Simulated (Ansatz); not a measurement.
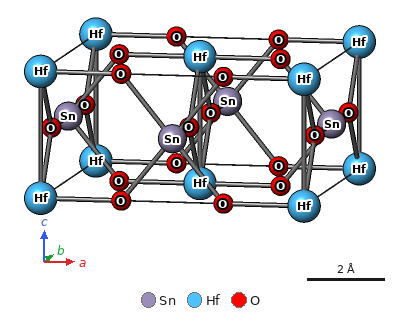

This is the input geometry for a relaxation of a crystal of HfSnO₄ (built on the rutile host type). A ball-and-stick model of the conventional cell (2 times the calculation's cell), seen slightly off an axis. Lengths and directions refer to the drawn axes.

Level of theory: Ansatz, DFT, PBE, plane waves, PAW.

Input file:
```yaml
crystal:
  lattice:
    - [3.53463397, -3.53463397, 0.0]
    - [3.53463397, 3.53463397, 0.0]
    - [0.0, 0.0, 3.36495885]
  atoms:
    - { symbol: Sn, position: [0.5, 0.5, 0.5] }
    - { symbol: Hf, position: [0.0, 0.0, 0.0] }
    - { symbol: O, position: [0.1940277, 0.1940277, 0.5] }
    - { symbol: O, position: [0.8059723, 0.8059723, 0.5] }
    - { symbol: O, position: [0.6940277, 0.3059723, 0.0] }
    - { symbol: O, position: [0.3059723, 0.6940277, 0.0] }
kpoints:
  mp_grid: { grid: [6, 6, 8] }
hamiltonian:
  xc: pbe
scf:
  occupations: { method: fermi_dirac, width: 0.02 }
relax:
  f_tol: 0.005
  cell: {}
output:
  write_density: true
  write_potential: true
  elf: true
  volumetric_format: npy
```

Command:
```bash
ansatz run input.yaml --threads 2 --pin off --max-ram 18432MiB --backend cpu --events-out ev --progress --plain --runs-dir out
```

Predict the outcome.

No atom moves by more than 0.005 Å relative to the cell. The drawn cell changes as follows: a 7.069 → 6.910 Å (−2.3 %), b 7.069 → 6.858 Å (−3.0 %), c 3.365 → 3.228 Å (−4.1 %); the volume changes by −9.0 %. Among the contacts that change: Hf2–Hf2 3.365 → 3.228 Å, Hf2–O3 2.171 → 2.093 Å, Sn1–O5 2.171 → 2.100 Å, Sn1–O3 2.163 → 2.096 Å. The space group stays Cmmm (No. 65). Over 6 accepted moves (8 points after the start) the energy falls by 70.6 meV per atom. Largest force component: 0.5 eV/Å at the start, 0.00038 eV/Å at the end. The pressure goes from −15.50 to −0.01 GPa. The SCF was repeated twice at an unchanged geometry on a basis and grid sized afresh for the cell, which shifted the energy by 3.5 meV per atom at most.

The structure at the end:

```
CELL_PARAMETERS angstrom
3.42912 -3.45497 0.00000
3.42912 3.45497 0.00000
0.00000 0.00000 3.22771
ATOMIC_POSITIONS crystal
Sn 0.50000 0.50000 0.50000
Hf 0.00000 0.00000 0.00000
O 0.19436 0.19436 0.50000
O 0.80564 0.80564 0.50000
O 0.69437 0.30563 0.00000
O 0.30563 0.69437 0.00000
```

The end point in the same view:

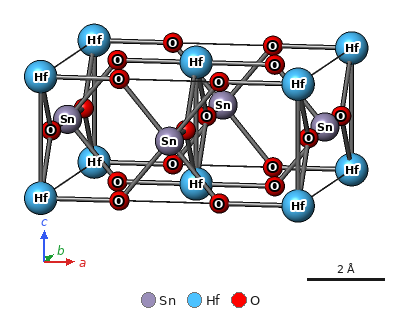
